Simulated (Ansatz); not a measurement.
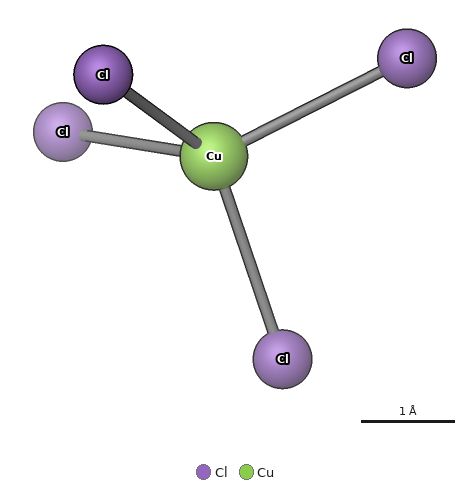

**Figure 1.** The structure as given in the input (ball-and-stick view, seen at a tilt). Sticks mark near contacts. Bond lengths as drawn: Cl–Cu 2.36 Å.

# Geometry relaxation, with input and output: CuCl₄ (charge −2)

- system: CuCl₄, charge −2, multiplicity 2
- method: UHF/def2-SVPD (Ansatz 0.2.0)

## Output
```
The last accepted step is kept in [file] (removed where the run ends without a failure and the disk answers)
Engine: ansatz 0.2.0, aarch64-unknown-linux-gnu
Functional definition: HF
  exchange = exact_x
  correlation = 0
1440 factors; integrals over basis functions are off by at most 2.8e-4 eV
mean field evaluation 1: about -94590.6946 eV, gradient 4.4e1 eV
mean field evaluation 2: about -94590.7013 eV, gradient 4.4e1 eV
mean field evaluation 4: about -94597.2405 eV, gradient 7.7e0 eV
mean field evaluation 8: about -94597.9241 eV, gradient 1.2e-1 eV
mean field evaluation 16: about -94596.4673 eV, gradient 2.7e1 eV
mean field evaluation 32: about -94597.7516 eV, gradient 4.1e-1 eV
mean field evaluation 64: about -94597.7637 eV, gradient 5.6e-1 eV
mean field evaluation 96: about -94592.7557 eV, gradient 9.5e-1 eV
mean field -94597.92525971 eV, -3476.4096325177 hartree, gradient 2.0e-5 eV, S^2 0.752640; 2 other end points of the search recorded, 0 dependent functions left out
the calculation of the forces begins
reference -94597.92525971 eV, -3476.4096325177 hartree; 50, 49 occupied and 92, 93 virtual orbitals, 1440 factors
relax step   1: F+E_penalty+E_count = -94597.92525971 eV  Δ(F+E_penalty+E_count) = +0.000e0 eV  max|allowed force component| = 4.718e-1 eV/Å  Δτ_max = 0.0000 Å  (186 SCF iters, accepted)
these checks for a lower state are left out or cut short: starts, cluster_reference, orbital_swaps, neighbouring_geometries, increment
1440 factors; integrals over basis functions are off by at most 2.7e-4 eV
mean field -94598.05735978 eV, -3476.4144871056 hartree, gradient 1.8e-6 eV, S^2 0.752206; 0 other end points of the search recorded, 0 dependent functions left out
the calculation of the forces begins
reference -94598.05735978 eV, -3476.4144871056 hartree; 50, 49 occupied and 92, 93 virtual orbitals, 1440 factors
relax step   2: F+E_penalty+E_count = -94598.05735978 eV  Δ(F+E_penalty+E_count) = -1.321e-1 eV  max|allowed force component| = 9.999e-2 eV/Å  Δτ_max = 0.1618 Å  (83 SCF iters, accepted)
these checks for a lower state are left out or cut short: starts, cluster_reference, orbital_swaps, neighbouring_geometries, increment
1440 factors; integrals over basis functions are off by at most 2.7e-4 eV
mean field evaluation 128: about -94598.0811 eV, gradient 7.0e-6 eV
mean field -94598.08114652 eV, -3476.4153612522 hartree, gradient 1.7e-7 eV, S^2 0.752005; 0 other end points of the search recorded, 0 dependent functions left out
the calculation of the forces begins
reference -94598.08114652 eV, -3476.4153612522 hartree; 50, 49 occupied and 92, 93 virtual orbitals, 1440 factors
relax step   3: F+E_penalty+E_count = -94598.08114652 eV  Δ(F+E_penalty+E_count) = -2.379e-2 eV  max|allowed force component| = 1.310e-1 eV/Å  Δτ_max = 0.2000 Å  (95 SCF iters, accepted)
these checks for a lower state are left out or cut short: starts, cluster_reference, orbital_swaps, neighbouring_geometries, increment
1440 factors; integrals over basis functions are off by at most 2.6e-4 eV
mean field -94598.08931444 eV, -3476.4156614176 hartree, gradient 9.1e-6 eV, S^2 0.752003; 0 other end points of the search recorded, 0 dependent functions left out
the calculation of the forces begins
reference -94598.08931444 eV, -3476.4156614176 hartree; 50, 49 occupied and 92, 93 virtual orbitals, 1440 factors
relax step   4: F+E_penalty+E_count = -94598.08931444 eV  Δ(F+E_penalty+E_count) = -8.168e-3 eV  max|allowed force component| = 1.568e-2 eV/Å  Δτ_max = 0.0549 Å  (54 SCF iters, accepted)
these checks for a lower state are left out or cut short: starts, cluster_reference, orbital_swaps, neighbouring_geometries, increment
1440 factors; integrals over basis functions are off by at most 2.6e-4 eV
mean field -94598.08950784 eV, -3476.4156685252 hartree, gradient 6.5e-6 eV, S^2 0.751984; 0 other end points of the search recorded, 0 dependent functions left out
the calculation of the forces begins
reference -94598.08950784 eV, -3476.4156685252 hartree; 50, 49 occupied and 92, 93 virtual orbitals, 1440 factors
relax step   5: F+E_penalty+E_count = -94598.08950784 eV  Δ(F+E_penalty+E_count) = -1.934e-4 eV  max|allowed force component| = 1.512e-2 eV/Å  Δτ_max = 0.0177 Å  (56 SCF iters, accepted)
these checks for a lower state are left out or cut short: starts, cluster_reference, orbital_swaps, neighbouring_geometries, increment
1440 factors; integrals over basis functions are off by at most 2.6e-4 eV
mean field evaluation 160: about -94598.0896 eV, gradient 7.9e-6 eV
mean field -94598.08959641 eV, -3476.4156717801 hartree, gradient 2.0e-7 eV, S^2 0.751985; 0 other end points of the search recorded, 0 dependent functions left out
the calculation of the forces begins
reference -94598.08959641 eV, -3476.4156717801 hartree; 50, 49 occupied and 92, 93 virtual orbitals, 1440 factors
relax step   6: F+E_penalty+E_count = -94598.08959641 eV  Δ(F+E_penalty+E_count) = -8.857e-5 eV  max|allowed force component| = 9.883e-4 eV/Å  Δτ_max = 0.0043 Å  (92 SCF iters, accepted)
1440 factors; integrals over basis functions are off by at most 2.6e-4 eV
mean field evaluation 192: about -94597.9885 eV, gradient 2.0e-1 eV
mean field evaluation 224: about -94597.8692 eV, gradient 9.3e0 eV
mean field evaluation 256: about -94597.9566 eV, gradient 3.1e-1 eV
mean field evaluation 288: about -94597.9869 eV, gradient 2.1e-1 eV
```

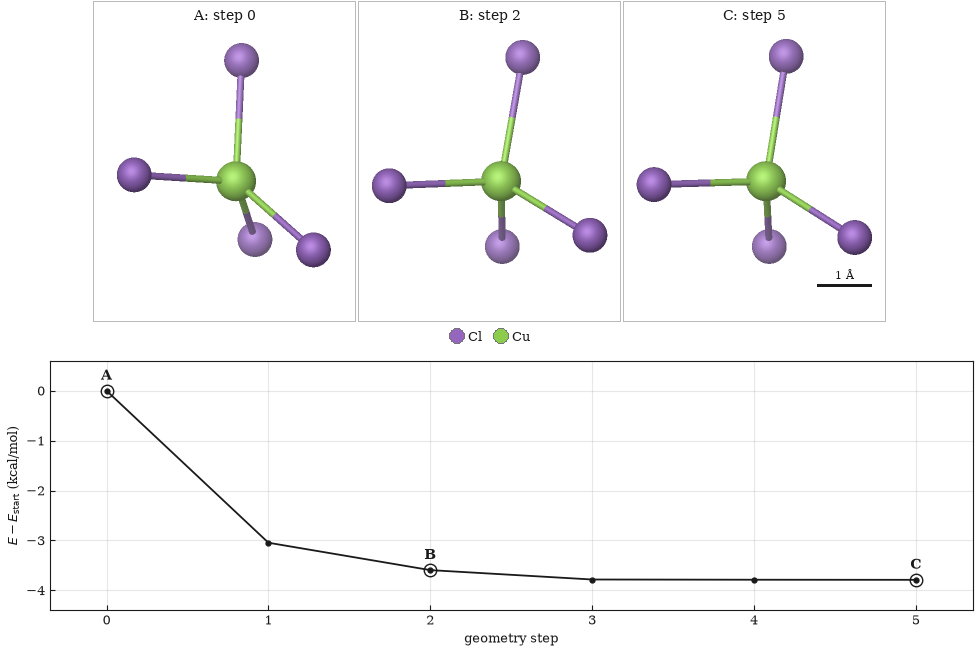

**Figure 2.** Frames of the relaxation (ball-and-stick view, seen at a tilt) above the curves, on which the letters mark them (the first geometry is step 0 here and step 1 in the log).

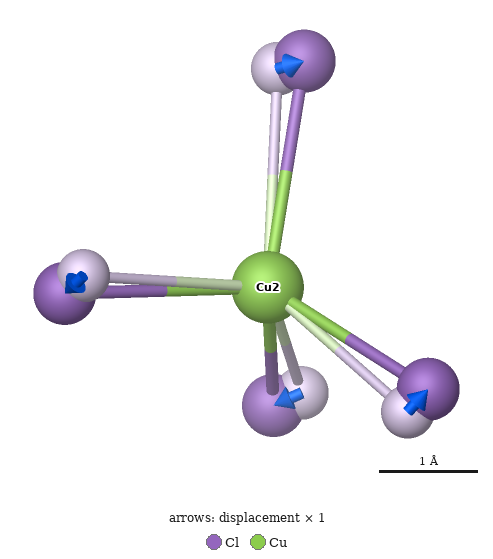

**Figure 3.** Start (faint) and end (solid) with the displacements as blue arrows, at true length (ball-and-stick view, seen at a tilt). The two geometries are laid on each other by the best rigid fit. Over 5 geometry steps the energy falls by 3.79 kcal/mol. Largest force component: 0.47 eV/Å at the start, 0.00099 eV/Å at the end. The largest moves after the best rigid fit, 0.32 Å, are those of Cl1, Cl3, Cl4 and Cl5. Cu stays in place. Among the contacts that change: Cl1–Cu2 2.356 → 2.414 Å. Among the angles that change: Cl1–Cu2–Cl4 131.6° → 116.6°, Cl4–Cu2–Cl5 99.5° → 106.0°, Cl1–Cu2–Cl3 99.9° → 106.0°. (Atoms are counted from 1 in the order of the input.)

```
mean field -94598.08959641 eV, -3476.4156717801 hartree, gradient 2.0e-7 eV, S^2 0.751985; 3 other end points of the search recorded, 0 dependent functions left out
the calculation of the forces begins
reference -94598.08959641 eV, -3476.4156717801 hartree; 50, 49 occupied and 92, 93 virtual orbitals, 1440 factors
Total energy: -94598.08959641 eV, -3476.4156717801 hartree
Atom 0 at    -0.512060     2.017622     1.221185 Å, force     0.000082    -0.000201    -0.000627 eV/Å
Atom 1 at     0.000272    -0.000297    -0.001226 Å, force    -0.000064     0.000044     0.000282 eV/Å
Atom 2 at     0.160265    -1.756101     1.648094 Å, force     0.000101     0.000057    -0.000609 eV/Å
Atom 3 at    -1.646379    -0.739389    -1.604898 Å, force     0.000869     0.000394     0.000550 eV/Å
Atom 4 at     1.999152     0.476735    -1.268666 Å, force    -0.000988    -0.000294     0.000405 eV/Å
Dipole moment:     0.000015    -0.000013    -0.000030 e Å
```

## Trajectory as extended XYZ (Å, eV, eV/Å), 6 frames, from step=1 to step=6
```
5
Properties=species:S:1:pos:R:3:forces:R:3 step=1 energy=-94597.92526
Cl   -0.2279    1.9316    1.3308   -0.1957   0.4210   0.2067
Cu    0.0000   -0.0001    0.0016    0.0002   0.0000  -0.0101
Cl   -0.1400   -1.6580    1.6690    0.1312  -0.3744   0.3209
Cl   -1.4121   -0.9543   -1.6248   -0.4076  -0.0754  -0.3076
Cl    1.7812    0.6793   -1.3821    0.4718   0.0287  -0.2098
5
Properties=species:S:1:pos:R:3:forces:R:3 step=2 energy=-94598.05736
Cl   -0.3682    1.9917    1.2931   -0.0918   0.0712  -0.0069
Cu    0.0005   -0.0005   -0.0021   -0.0009   0.0009   0.0014
Cl    0.0039   -1.7208    1.6776    0.0892  -0.0699   0.0286
Cl   -1.5443   -0.8612   -1.6328   -0.0965   0.0474  -0.0278
Cl    1.9093    0.5894   -1.3414    0.1000  -0.0495   0.0047
5
Properties=species:S:1:pos:R:3:forces:R:3 step=3 energy=-94598.08115
Cl   -0.5402    2.0029    1.1918   -0.0122   0.1310   0.0919
Cu    0.0004   -0.0002   -0.0014   -0.0006  -0.0004   0.0006
Cl    0.1948   -1.7462    1.6240   -0.0126  -0.1122   0.1145
Cl   -1.6544   -0.7035   -1.5816   -0.0924  -0.0669  -0.1112
Cl    2.0007    0.4456   -1.2383    0.1179   0.0485  -0.0957
5
Properties=species:S:1:pos:R:3:forces:R:3 step=4 energy=-94598.08931
Cl   -0.5010    2.0181    1.2255   -0.0088   0.0047   0.0047
Cu   -0.0002   -0.0001    0.0019    0.0019  -0.0005  -0.0135
Cl    0.1487   -1.7560    1.6499    0.0069  -0.0039   0.0072
Cl   -1.6351   -0.7478   -1.6076   -0.0157   0.0020  -0.0011
Cl    1.9889    0.4844   -1.2752    0.0157  -0.0022   0.0026
5
Properties=species:S:1:pos:R:3:forces:R:3 step=5 energy=-94598.08951
Cl   -0.5121    2.0145    1.2222    0.0003   0.0039  -0.0057
Cu    0.0008   -0.0005   -0.0048   -0.0023   0.0008   0.0151
Cl    0.1599   -1.7529    1.6483    0.0015  -0.0048  -0.0042
Cl   -1.6505   -0.7403   -1.6040    0.0086   0.0026  -0.0021
Cl    2.0031    0.4777   -1.2672   -0.0080  -0.0026  -0.0032
5
Properties=species:S:1:pos:R:3:forces:R:3 step=6 energy=-94598.08960
Cl   -0.5121    2.0176    1.2212    0.0001  -0.0002  -0.0006
Cu    0.0003   -0.0003   -0.0012   -0.0001   0.0000   0.0003
Cl    0.1603   -1.7561    1.6481    0.0001   0.0001  -0.0006
Cl   -1.6464   -0.7394   -1.6049    0.0009   0.0004   0.0006
Cl    1.9992    0.4767   -1.2687   -0.0010  -0.0003   0.0004
```

The run was set up as follows.

## The input
```yaml
crystal:
  periodic: [false, false, false]
  atoms:
    - { symbol: Cl, position_ang: [-0.22787987, 1.93159042, 1.33082776] }
    - { symbol: Cu, position_ang: [4.357e-05, -8.366e-05, 0.00158448] }
    - { symbol: Cl, position_ang: [-0.13999128, -1.65796652, 1.66898375] }
    - { symbol: Cl, position_ang: [-1.41214908, -0.9542828, -1.624803] }
    - { symbol: Cl, position_ang: [1.78122666, 0.67931256, -1.382103] }
magnetization:
  spin_polarized: true
  initial_magnetization: 1
total_charge: -2
basis:
  gaussian: { orbitals: def2-SVPD }
hamiltonian:
  xc: hf
relax:
  f_tol: 0.002
  max_steps: 150
```

Run as:
```bash
ansatz run input.yaml --threads 4 --pin off --max-ram 10240MiB --backend cpu --events-out ev --progress --plain --runs-dir out
```

## Results in brief

- outcome: converged
- total energy: −94598.0896 eV
- ⟨S²⟩: 0.752
- SCF solution under orbital rotations: stable
- largest force (length of the vector) at the end: 0.001 eV/Å
- hardware: 4 threads of Arm Neoverse V1, 24 GiB of memory available, shared host
- wall time: 77 s (CPU time 4.8 min)
- peak memory: 0.64 GiB
